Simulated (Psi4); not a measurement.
**SiHF3 (SMILES F[SiH](F)F) at r2SCAN/def2-SVPD**

What is the energy change on altering one bond length of SiHF3 at r2SCAN/def2-SVPD? 

The calculation is run with Psi4 1.11.

2 further runs of the same task are left out: 1 that didn't finish, 1 set aside as unsound or not needed.

**1. The system as given**

SiHF3: 5 atoms, total charge 0, spin state singlet. As SMILES, `F[SiH](F)F`. Geometry: relaxed at PBE0-D4/def2-TZVP.

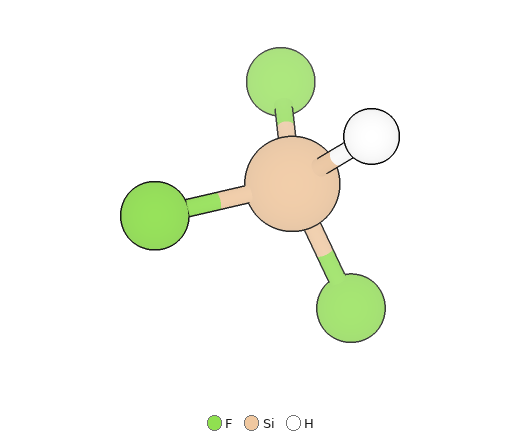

Viewed from a chosen angle; fluorine green, silicon light orange, hydrogen white.

**2. Energy and gradient at r2SCAN/def2-SVPD**

Contents of job.dat:

```
memory 1.6 GB

molecule {
  0 1
  F     -0.447100    -0.082200     1.491300
  Si     0.040700     0.001700    -0.001800
  F     -0.597100     1.281400    -0.657200
  F     -0.495900    -1.263300    -0.767200
  H      1.499400     0.062400    -0.065100
  symmetry c1
}

set basis def2-SVPD
set reference rks
set puream true
set e_convergence 1e-09
set d_convergence 1e-08
set scf_type pk
set dft_radial_points 99
set dft_spherical_points 590

e_tot, wfn = gradient('r2scan', return_wfn=True)
oeprop(wfn, 'DIPOLE', 'QUADRUPOLE', 'WIBERG_LOWDIN_INDICES')
```

Started as:

```sh
$ psi4 job.dat job.out -n 1
```

job.out, shortened:

```text
[...]
  Running in c1 symmetry.
[...]
  Nuclear repulsion =  188.407850402666924
[...]
  Multiplicity = 1
[...]
  Nalpha       = 21
  Nbeta        = 21
[...]
    Number of basis functions: 101
[...]
   @RKS iter   1:  -589.22336704632301   -2.34230e-01   6.33260e-03 ADIIS/DIIS
[...]
   @RKS iter  10:  -589.35044126231423   -1.47793e-12   4.36456e-09 DIIS
[...]
    Orbital Energies [Eh]
    ---------------------
    Doubly Occupied:
       1A    -65.960079     2A    -24.529938     3A    -24.529883
       4A    -24.529865     5A     -5.335050     6A     -3.681919
       7A     -3.681919     8A     -3.677608     9A     -1.189739
      10A     -1.161627    11A     -1.161596    12A     -0.564880
      13A     -0.494331    14A     -0.494319    15A     -0.479394
      16A     -0.441231    17A     -0.441222    18A     -0.417884
      19A     -0.417865    20A     -0.401659    21A     -0.370681
[...]
  @RKS Final Energy:  -589.35044126231423
   => Energetics <=
    Nuclear Repulsion Energy =            188.4078504026669236
    One-Electron Energy =               -1193.8377193957971940
    Two-Electron Energy =                 468.7254961287641208
    DFT Exchange-Correlation Energy =     -52.6460683979480777
    Empirical Dispersion Energy =           0.0000000000000000
    VV10 Nonlocal Energy =                  0.0000000000000000
    Total Energy =                       -589.3504412623142343
[...]
  -Total Gradient:
     Atom            X                  Y                   Z
    ------   -----------------  -----------------  -----------------
       1        0.008900924912     0.001525220648    -0.026896625430
       2       -0.028017483181    -0.001156531186     0.001135007517
       3        0.011684732598    -0.023114625463     0.011846988491
       4        0.009850165176     0.022849271532     0.013855563397
       5       -0.002059231118    -0.000085910576     0.000089028892
[...]
 Multipole Moments:
 ------------------------------------------------------------------------------------
     Multipole            Electronic (a.u.)      Nuclear  (a.u.)        Total (a.u.)
 ------------------------------------------------------------------------------------
 L = 1.  Multiply by 2.5417464519 to convert [e a0] to [Debye]
 Dipole X            :         -1.7514784            2.2804039            0.5289254
 Dipole Y            :         -0.0728663            0.0949100            0.0220437
 Dipole Z            :          0.0758561           -0.0990473           -0.0231912
 Magnitude           :                                                    0.5298923
 L = 2.  Multiply by 1.3450342976 to convert [e a0^2] to [Debye ang]
 Quadrupole XX       :        -41.6342731           22.1998094          -19.4344637
 Quadrupole XY       :          3.5312668           -3.4243253            0.1069414
[...]
```

It took 61 s on 1 thread of Intel Xeon Platinum 8259CL at 2.50GHz (Skylake/Cascade Lake), shared host; peak memory 0.71 GiB.

**3. The distorted shape: a single-point energy at r2SCAN/def2-SVPD**

Contents of calc.py:

```python
import psi4

psi4.set_memory(1600000000)
psi4.set_num_threads(1)
psi4.set_output_file('psi4.out', False)

geom = psi4.geometry("""
0 1
F      0.196830     1.435823     2.409794
Si     0.684630     1.519723     0.916694
F      0.046830     2.799423     0.261294
F     -0.495900    -1.263300    -0.767200
H      2.143330     1.580423     0.853394
symmetry c1
no_reorient
no_com
""")

options = {'puream': True, 'e_convergence': 1e-09, 'd_convergence': 1e-08, 'scf_type': 'pk', 'dft_radial_points': 99, 'dft_spherical_points': 590}
psi4.set_options(options)

E, wfn = psi4.energy("r2scan/def2-SVPD", return_wfn=True)
psi4.oeprop(wfn, "MAYER_INDICES", "MULLIKEN_CHARGES", "WIBERG_LOWDIN_INDICES")
print(f'total energy {E:.8f} hartree = {E * 27.211386:.5f} eV')
```

Started as:

```sh
$ python calc.py
```

psi4.out, shortened:

```text
[...]
  Running in c1 symmetry.
[...]
  Nuclear repulsion =  151.166411406034456
[...]
  Multiplicity = 1
[...]
  Nalpha       = 21
  Nbeta        = 21
[...]
    Number of basis functions: 101
[...]
   @RKS iter   1:  -588.79581018856300   -2.38924e-01   8.30429e-03 ADIIS/DIIS
[...]
   @RKS iter  18:  -589.11979220523745   -6.82121e-12   1.85182e-09 DIIS
[...]
  @RKS Final Energy:  -589.11979220523745
   => Energetics <=
    Nuclear Repulsion Energy =            151.1664114060344559
    One-Electron Energy =               -1118.7207397808460883
    Two-Electron Energy =                 430.8250651668424780
    DFT Exchange-Correlation Energy =     -52.3905289972682908
    Empirical Dispersion Energy =           0.0000000000000000
    VV10 Nonlocal Energy =                  0.0000000000000000
    Total Energy =                       -589.1197922052374452
[...]
 Multipole Moments:
 ------------------------------------------------------------------------------------
     Multipole            Electronic (a.u.)      Nuclear  (a.u.)        Total (a.u.)
 ------------------------------------------------------------------------------------
 L = 1.  Multiply by 2.5417464519 to convert [e a0] to [Debye]
 Dipole X            :        -16.4195457           17.8730108            1.4534651
 Dipole Y            :        -91.6116730           93.7380862            2.1264132
 Dipole Z            :        -56.9974382           58.2453314            1.2478932
 Magnitude           :                                                    2.8620677
[...]
  Mulliken Charges: (a.u.)
   Center  Symbol    Alpha    Beta     Spin     Total
       1     F     4.76386  4.76386  0.00000 -0.52773
       2    SI     6.21793  6.21793  0.00000  1.56413
       3     F     4.76385  4.76385  0.00000 -0.52771
       4     F     4.75804  4.75804  0.00000 -0.51607
       5     H     0.49631  0.49631  0.00000  0.00737
   Total alpha = 21.00000, Total beta = 21.00000, Total charge = -0.00000
  Mayer Bond Indices:
[...]
```

On the terminal:

```text
total energy -589.11979221 hartree = -16030.76607 eV
```

Wall time 87 s (1 thread of Intel Xeon Platinum 8259CL at 2.50GHz (Skylake/Cascade Lake), shared host); peak memory 0.76 GiB.

**4. Summary of results**

Level: r2SCAN/def2-SVPD.

| quantity | value |
| --- | --- |
| first shape: total energy | -589.35044 Eh |
| first shape: dipole moment | 1.35 D |
| first shape: HOMO energy | -10.09 eV |
| first shape: LUMO energy | 0.56 eV |
| first shape: HOMO–LUMO gap | 10.65 eV |
| first shape: largest force on an atom | 1.465 eV/Å |
| distorted shape: total energy | -589.11979 Eh |
| distorted shape: dipole moment | 7.27 D |
| distorted shape: HOMO energy | -6.80 eV |
| distorted shape: LUMO energy | -6.30 eV |
| distorted shape: HOMO–LUMO gap | 0.51 eV |
| energy change with the Si2–F4 bond stretched from 1.573 to 3.460 Å | 6.276 eV |

In words: One bond (distorted shape) is far stretched, which a spin-restricted single reference describes badly; a broken-symmetry solution may lie lower. With the Si2–F4 bond stretched from 1.573 to 3.460 Å the energy rises by 6.28 eV (606 kJ/mol). The first shape isn't relaxed at this level, so the change isn't measured from a minimum. A restricted reference can't describe the breaking bond well at this length. The largest force (first shape) is 1.46 eV/Å: the shape isn't a stationary point for this species at this level. Mulliken charges (distorted shape) run from -0.53 on F1 to +1.56 on Si2; in a basis this large or diffuse they mean little.
